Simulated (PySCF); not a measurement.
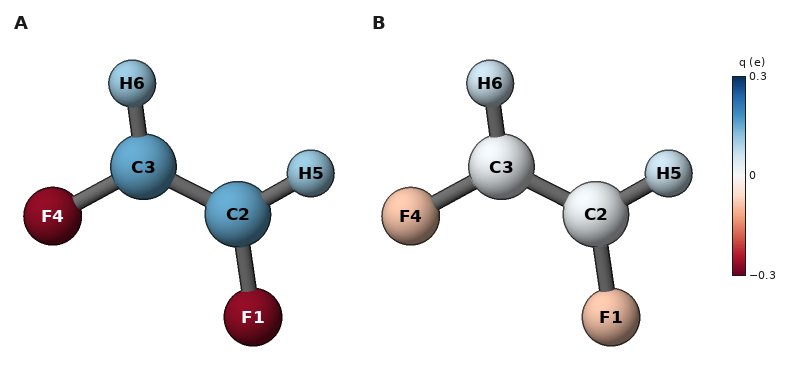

Atomic charges of one calculation by 2 schemes, on one colour scale. The computed structure is the end point of a GFN2-xTB optimisation. No frequency run is at hand to confirm it as a minimum. Method: PBE0/pcSseg-1 (PySCF 2.14.0).

### The schemes are Hirshfeld, Mulliken. Which panel shows which?

A Mulliken, B Hirshfeld.

List the charges (e), one line for each set of equivalent atoms.

```json
{"atom": "F1, F4", "Mulliken": "−0.27", "Hirshfeld": "−0.08"}
{"atom": "C2, C3", "Mulliken": "0.15", "Hirshfeld": "0.02"}
{"atom": "H5, H6", "Mulliken": "0.11", "Hirshfeld": "0.07"}
```
